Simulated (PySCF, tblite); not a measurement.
# C₅H₂F₃O radical: geometry, infrared bands and EPR parameters

Wanted: the infrared bands and EPR parameters of C₅H₂F₃O radical (`[CH2]C#CC(=O)C(F)(F)F`), by calculation.

The runs use tblite 0.8.0 and PySCF 2.14.0, with density-fitted response routines of our own; the level of theory stands in each step. All values are computed, except where a source is named. Atoms are numbered from 0 throughout.

## Step 1: The molecule as given

11 atoms, charge 0, multiplicity 2; geometry from: force field or distance geometry start.

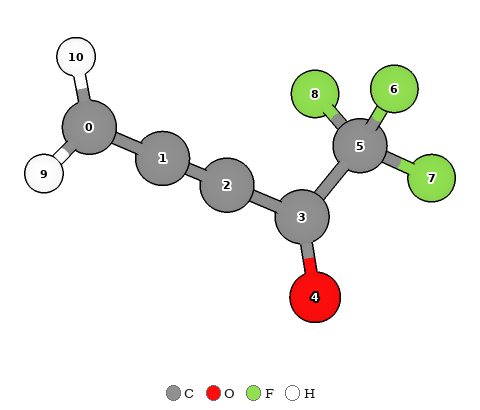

As it starts; carbon grey, oxygen red, fluorine green, hydrogen white, atoms numbered.

## Step 2: Optimising the geometry with GFN2-xTB

Job settings and geometry (Å):

```
{"job": {"kind": "relax", "xc": "GFN2-xTB", "basis": "xTB"}, "charge": 0, "multiplicity": 2}
C     -2.836000     0.418300     0.359800
C     -1.519700    -0.008500     0.140800
C     -0.377500    -0.386700    -0.025200
C      0.975400    -0.818900    -0.251500
O      1.163300    -1.917000    -0.769900
C      2.048400     0.131400     0.227700
F      1.971700     0.388700     1.564500
F      3.323600    -0.320200     0.013200
F      1.980700     1.342800    -0.386000
H     -3.680300    -0.202800     0.057000
H     -3.044300     1.375700     0.828500
```

Launch:

```console
OMP_NUM_THREADS=1 python probes_run.py task.json out
```

One launch serves the whole session: the jobs run in the order shown.

Output:

```text
step      E/eV     max force
  0    -811.85081    3.845
  1    -811.89019    5.046
  2    -812.07463    0.591
  3    -812.08981    0.366
  4    -812.10071    0.399
  5    -812.10453    0.267
  6    -812.10939    0.249
  7    -812.11392    0.099
  8    -812.11458    0.069
  9    -812.11527    0.066
 10    -812.11549    0.049
 11    -812.11579    0.058
 12    -812.11603    0.054
 13    -812.11625    0.039
 14    -812.11641    0.043
 15    -812.11662    0.054
 16    -812.11691    0.055
 17    -812.11730    0.058
 18    -812.11775    0.061
 19    -812.11818    0.057
 20    -812.11853    0.045
 21    -812.11875    0.042
 22    -812.11888    0.037
 23    -812.11902    0.040
 24    -812.11924    0.048
 25    -812.11957    0.077
 26    -812.11998    0.086
 27    -812.12035    0.065
 28    -812.12066    0.055
 29    -812.12094    0.061
 30    -812.12121    0.055
 31    -812.12142    0.034
 32    -812.12155    0.032
 33    -812.12167    0.033
 34    -812.12181    0.038
 35    -812.12198    0.042
 36    -812.12214    0.029
 37    -812.12224    0.019
 38    -812.12227    0.014
 39    -812.12229    0.013
 40    -812.12230    0.008
```

Run time: 0.16 s. Hardware: 1 thread of Arm Neoverse V2, shared host.

The steps of the relaxation: (not every step is listed)

```tsv
step	energy from step 0 (eV)	largest force (eV/Å)
0	0.0000	3.8447
1	-0.0394	5.0460
2	-0.2238	0.5912
3	-0.2390	0.3657
4	-0.2499	0.3991
5	-0.2537	0.2671
6	-0.2586	0.2491
7	-0.2631	0.0991
8	-0.2638	0.0694
10	-0.2647	0.0486
12	-0.2652	0.0541
14	-0.2656	0.0434
16	-0.2661	0.0551
18	-0.2669	0.0607
20	-0.2677	0.0454
22	-0.2681	0.0367
24	-0.2684	0.0477
26	-0.2692	0.0858
28	-0.2699	0.0549
30	-0.2704	0.0546
32	-0.2707	0.0322
34	-0.2710	0.0376
35	-0.2712	0.0424
36	-0.2713	0.0285
37	-0.2714	0.0194
38	-0.2715	0.0136
39	-0.2715	0.0135
40	-0.2715	0.0077
```

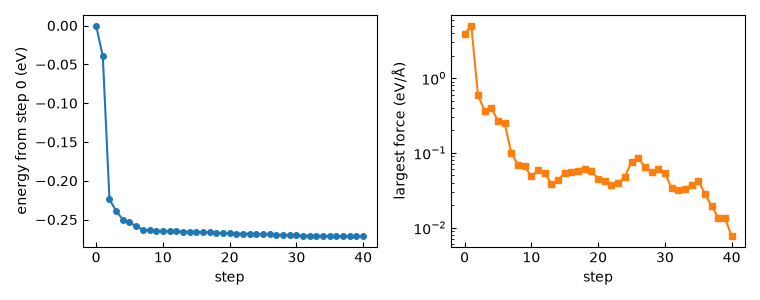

Energy and force, step by step.

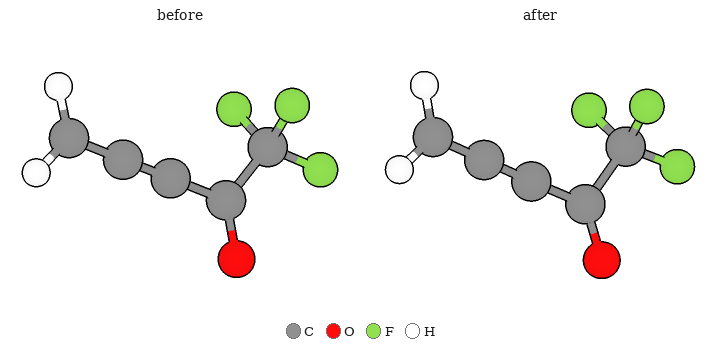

The geometry before (left) and after (right).

Distances of close pairs at the start and the end, largest changes first:

```tsv
bond	before (Å)	after (Å)	change (Å)
C0–C1	1.401	1.335	-0.066
C3–C5	1.511	1.563	+0.052
C5–F7	1.370	1.329	-0.041
C2–C3	1.438	1.402	-0.036
C3–O4	1.229	1.210	-0.019
C5–F6	1.363	1.344	-0.019
C1–C2	1.215	1.233	+0.019
C5–F8	1.360	1.344	-0.015
```

The next job starts from the end point, and lists it.

## Step 3: Harmonic vibrations with GFN2-xTB

Job settings and geometry (Å):

```
{"job": {"kind": "ir", "xc": "GFN2-xTB", "basis": "xTB"}, "charge": 0, "multiplicity": 2}
C     -2.745437     0.438606     0.368272
C     -1.509619    -0.017367     0.149932
C     -0.369679    -0.441841    -0.054212
C      0.938997    -0.893512    -0.275901
O      1.287469    -1.932977    -0.786890
C      1.989749     0.144398     0.235133
F      1.837142     0.381577     1.549603
F      3.241497    -0.257649     0.042418
F      1.842524     1.327364    -0.386375
H     -3.605643    -0.142078     0.081679
H     -2.901575     1.396148     0.835308
```

Output:

```text
mode    cm-1     km/mol
  1      22.4      1.54
  2      63.3      1.18
  3     105.8      0.24
  4     130.7      0.70
  5     204.6      4.26
  6     220.2      6.28
  7     265.6      0.60
  8     374.5      9.46
  9     376.5      0.70
 10     382.5      7.39
 11     450.5     17.02
 12     506.0      3.71
 13     589.9     49.16
 14     661.7     11.05
 15     694.2      3.92
 16     780.5     33.94
 17     932.1    107.49
 18     952.2     42.15
 19    1046.2    306.10
 20    1094.2    160.94
 21    1150.7    182.15
 22    1303.4     13.37
 23    1429.3     12.80
 24    1695.0    445.64
 25    2147.4     86.22
 26    3093.8      8.79
 27    3123.3      0.01
```

It took 0.21 s on 1 thread of Arm Neoverse V2, shared host.

Which atoms move in the most intense modes:

```tsv
cm⁻¹	km/mol	atoms
590	49.2	O4 25 %, C2 24 %, C3 15 %, F7 13 %
932	107.5	C3 39 %, H9 21 %, C0 17 %
952	42.1	H10 31 %, C3 20 %, C0 18 %, H9 15 %
1046	306.1	C5 73 %, F8 13 %, F6 13 %
1094	160.9	C5 75 %
1151	182.2	C5 69 %, F7 18 %
1695	445.6	C3 61 %, O4 35 %
2147	86.2	C1 52 %, C2 45 %
```

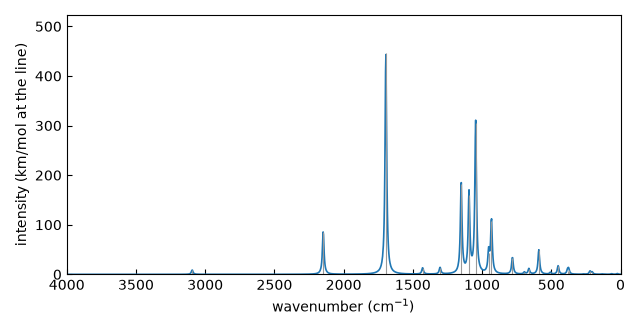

The infrared spectrum from these modes, unscaled. Lines are broadened to a width of 14 cm⁻¹ (Lorentzian).

## Step 4: EPR parameters: B3LYP/pcH-1

Same as in step 3 but for these lines:

```diff
@@ -1,2 +1,2 @@
-{"job": {"kind": "ir", "xc": "GFN2-xTB", "basis": "xTB"}, "charge": 0, "multiplicity": 2}
+{"job": {"kind": "epr", "basis": "pcH-1"}, "charge": 0, "multiplicity": 2}
 C     -2.745437     0.438606     0.368272
```

With the program's defaults for keys left out, this is: UKS B3LYP, pcH-1 on C F H O, non-relativistic, mean-field spin-orbit, GIAO.

Output:

```text
UKS, coarse grid
  cycle   1  E = -566.11978408  |g| = 8.88e-01
  cycle   2  E = -564.40098705  |g| = 2.11e+00
  cycle   3  E = -566.22337758  |g| = 5.87e-01
  cycle   4  E = -566.39285716  |g| = 1.06e-01
  cycle   5  E = -566.38829928  |g| = 1.46e-01
  cycle   6  E = -566.39884127  |g| = 2.89e-02
  cycle   7  E = -566.39939200  |g| = 1.16e-02
  cycle   8  E = -566.39951259  |g| = 5.67e-03
  cycle   9  E = -566.39955237  |g| = 2.99e-03
  cycle  10  E = -566.39956141  |g| = 1.19e-03
  cycle  11  E = -566.39956332  |g| = 5.46e-04
UKS, final grid
  cycle   1  E = -566.39957741  |g| = 7.07e-04
  cycle   2  E = -566.39957703  |g| = 1.22e-03
  cycle   3  E = -566.39957771  |g| = 2.59e-04
  cycle   4  E = -566.39957775  |g| = 1.15e-04
  cycle   5  E = -566.39957778  |g| = 7.74e-05
  cycle   6  E = -566.39957778  |g| = 2.73e-05
E = -566.39957778 Eh   <S^2> = 0.7782 (exact 0.7500)
g shifts (ppm)      1          2          3
  rmc          -178       -178       -178
  gc             -5         34         38
  oz_so         -46       1688       3728
  total        -228       1545       3588
hyperfine (MHz)  atom isotope    a_iso     a_fc   dipolar eigenvalues
    0   13C      55.15      55.15    -52.36    -51.41    103.77
    1   13C     -59.53     -59.53    -23.27      0.04     23.23
    2   13C      41.22      41.22    -41.33    -29.48     70.81
    3   13C     -28.99     -28.99     -8.72      1.74      6.98
    4   17O     -14.80     -14.80    -67.72     33.57     34.14
    5   13C      -1.69      -1.69     -0.52     -0.35      0.88
    6   19F      11.19      11.19     -7.81     -4.89     12.70
    7   19F      -0.36      -0.36     -2.55     -0.23      2.78
    8   19F      10.98      10.98     -7.77     -4.80     12.57
    9    1H     -46.98     -46.98    -23.82     -1.33     25.15
   10    1H     -46.95     -46.95    -23.92     -1.31     25.23
```

Run time: 54 s. Hardware: 1 thread of Arm Neoverse V2, shared host; peak memory 0.94 GiB.

Principal g values 2.00209, 2.00386, 2.00591; g(iso) = 2.00395, against 2.00232 for a free electron.

Hyperfine couplings; where a row names several nuclei, a(iso) is their mean (it holds for fast rotation or exchange) and the dipolar term the largest among them:

```tsv
nuclei	isotope	a(iso) (MHz)	a(iso) (G, at g = 2.0023)	largest dipolar term (MHz)
C1	13C	-59.5	-21.2	-23.3
C0	13C	55.1	19.7	103.8
H9, H10	1H	-47.0	-16.8	25.2
C2	13C	41.2	14.7	70.8
C3	13C	-29.0	-10.3	-8.7
O4	17O	-14.8	-5.3	-67.7
F6, F7, F8	19F	7.3	2.6	12.7
C5	13C	-1.7	-0.6	0.9
```

Mulliken spin populations:

```tsv
atom	value (e)
C0	0.67
C1	-0.25
C2	0.49
C3	-0.07
O4	0.22
C5	0.00
F6	0.00
F7	0.00
F8	0.00
H9	-0.03
H10	-0.03
```

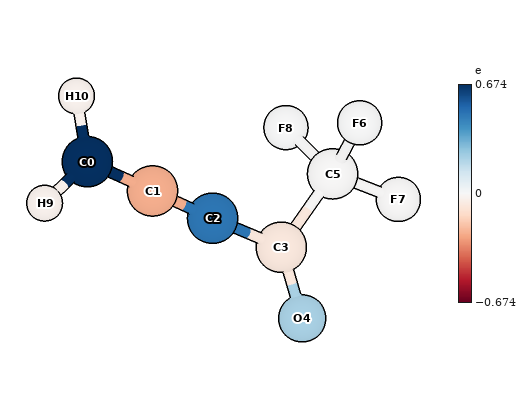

Mulliken spin populations, as colours on the atoms.

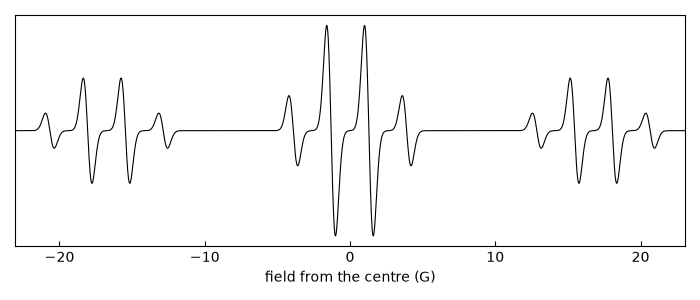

First-order isotropic spectrum (first derivative, main isotopes with spin only, couplings over 0.8 MHz, Gaussian width 0.3 G; couplings of the frozen geometry, rotation of groups not averaged beyond the rows shown).

Orbitals, density, ELF and potential are computed afterwards from the orbital file.

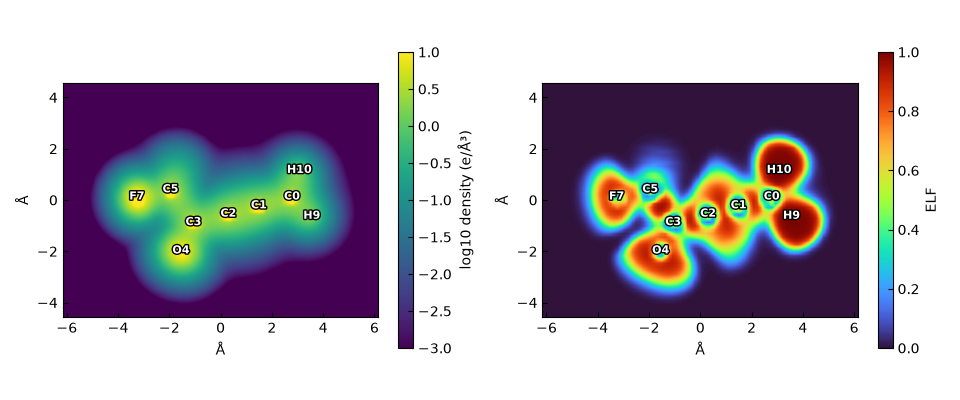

Density (left) and ELF (right) in a plane through or near 9 of the atoms.

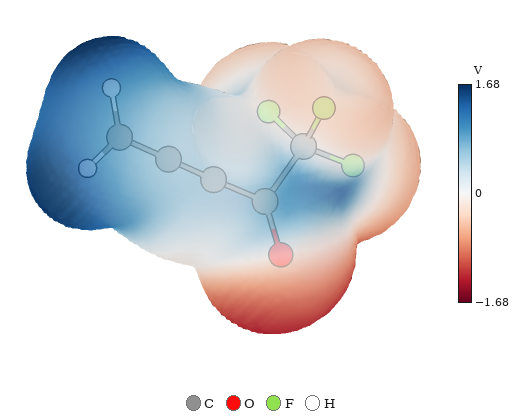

Electrostatic potential on the surface of density 0.002 e/bohr³; red is low, blue high. It runs from -1.29 V near O4 to 1.68 V near H10.

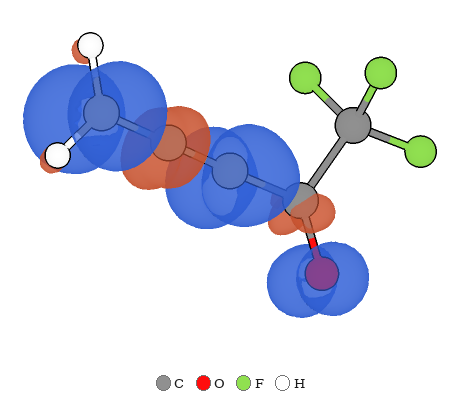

Spin density at ±0.03 e/Å³ (alpha excess blue, beta excess red).

## Step 5: What came out

```
                                 quantity                  value
strongest single infrared mode (GFN2-xTB)  1695 cm⁻¹, 446 km/mol
             zero-point energy (GFN2-xTB)          34.0 kcal/mol
                           g(iso) (B3LYP)                2.00395
                                     ⟨S²⟩     0.778 (exact 0.75)
       largest a(iso) (averaged by class)   13C on C1, -59.5 MHz
    surface potential, least and greatest     -1.29 V and 1.68 V
```

**Reading.** Relaxing lowered the energy by 0.271 eV in 40 steps; the close pair that moved most is C0–C1, from 1.401 to 1.335 Å. No mode is imaginary among the 27: a minimum at this level. The strongest single mode, at 1695 cm⁻¹, moves mainly C3 and O4. GFN2-xTB is a fitted tight-binding method: band positions and strengths are rough. Its intensities can rank the bands wrongly. The largest spin populations lie on C0 (0.67 e), C2 (0.49 e). The isotropic g lies 1.6 ppt above the free-electron value.
